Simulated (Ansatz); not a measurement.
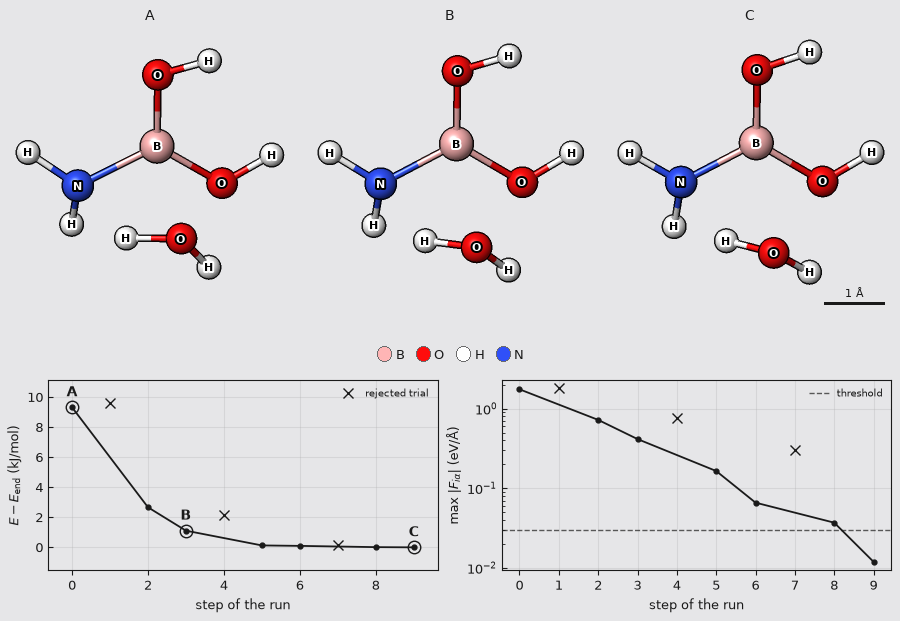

Frames of a relaxation of BNH$_{6}$O$_{3}$, marked on the history of the run. A ball-and-stick model, seen at a tilt.

The run prepares an end point of a later path (reaction) calculation, from a guessed geometry.

All numbers below come from RKS r2SCAN-D4/def2-SVP (Ansatz).

The input:
```yaml
crystal:
  periodic: [false, false, false]
  atoms:
    - { symbol: B, position_ang: [0.046392, 0.548153, -0.199076] }
    - { symbol: O, position_ang: [-0.19148, -0.411417, 2.225481] }
    - { symbol: H, position_ang: [-1.113731, -0.346858, 1.938734] }
    - { symbol: O, position_ang: [1.225412, -0.075567, -0.506658] }
    - { symbol: H, position_ang: [1.154858, -1.032181, -0.587717] }
    - { symbol: O, position_ang: [-1.219478, 0.056583, -0.440617] }
    - { symbol: H, position_ang: [-1.219494, -0.826068, -0.826671] }
    - { symbol: "N", position_ang: [0.125941, 1.919647, 0.377629] }
    - { symbol: H, position_ang: [1.013068, 2.40566, 0.312773] }
    - { symbol: H, position_ang: [-0.674484, 2.53252, 0.272257] }
    - { symbol: H, position_ang: [0.082795, 0.534327, 2.159466] }
basis:
  gaussian: { orbitals: def2-SVP }
hamiltonian:
  xc: r2scan
  dispersion: d4
relax:
  f_tol: 0.03
  max_steps: 50
```

Run as
```bash
ansatz run input.yaml --threads 4 --pin off --max-ram 5120MiB --backend cpu --events-out ev --progress --plain --runs-dir out
```

What happens along the run?

The energy falls by 9.32 kJ/mol in 6 accepted moves (9 points after the start). Largest force component: 1.8 eV/Å at the start, 0.012 eV/Å at the end. The line search rejected the trial steps at points 1, 4, 7 of the run. The atom that moves furthest after the best rigid fit is O2 (0.27 Å). Largest moves by element: O 0.27 Å, H 0.21 Å, N 0.08 Å, B 0.06 Å. Near-neighbour distances that change, for instance: B1–N8 1.490 → 1.424 Å, O2–H11 0.987 → 0.974 Å. Bond angles that change, for instance: B1–N8–H9 117.6° → 120.0°, B1–N8–H10 118.3° → 120.6°. The run took 18 s on 4 threads of Arm Neoverse V1 (shared host), peak memory 0.16 GiB. From step 0 to 3: O2 moves most (0.17 Å), energy −8.21 kJ/mol. From step 3 to 9: O2 moves most (0.10 Å), energy −1.11 kJ/mol.

| step | E − E(0), kJ/mol | largest force component, eV/Å | note |
| --- | --- | --- | --- |
| 0 | 0.00 | 1.7572 |  |
| 1 | 0.30 | 1.8024 | rejected |
| 2 | -6.65 | 0.7252 |  |
| 3 | -8.21 | 0.4163 |  |
| 4 | -7.20 | 0.7623 | rejected |
| 5 | -9.19 | 0.1653 |  |
| 6 | -9.22 | 0.0662 |  |
| 7 | -9.16 | 0.3022 | rejected |
| 8 | -9.31 | 0.0371 |  |
| 9 | -9.32 | 0.0120 |  |

Limits of the set-up: the start holds two separate molecules, 2.3 Å apart at their closest, whose relative position is a soft coordinate.
